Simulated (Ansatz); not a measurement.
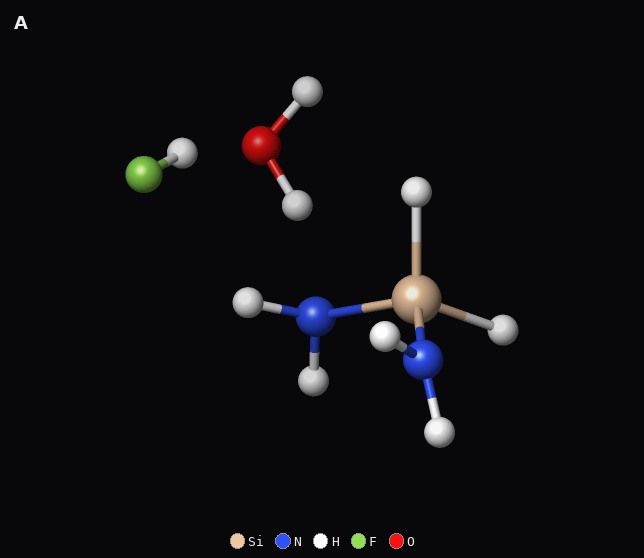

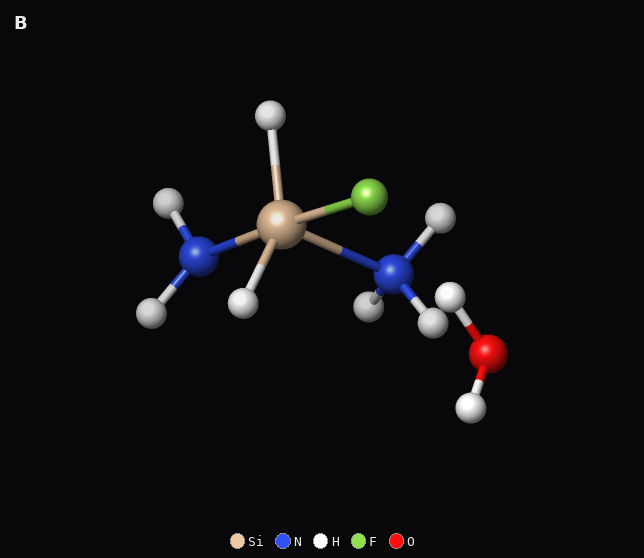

2 stationary structures of one formula. Geometries: PBE0-D4/def2-TZVP. Electronic energies: CCSD(T)/CBS (MP2 limit from def2-TZVPP and def2-QZVPP plus CCSD(T) − MP2) (Ansatz 0.2.0), without zero-point energy. Each is one conformer, not always the lowest.

### Which is lowest in energy, and by how much?

B is lowest (a minimum); A lies 0.138 eV above it (a minimum).
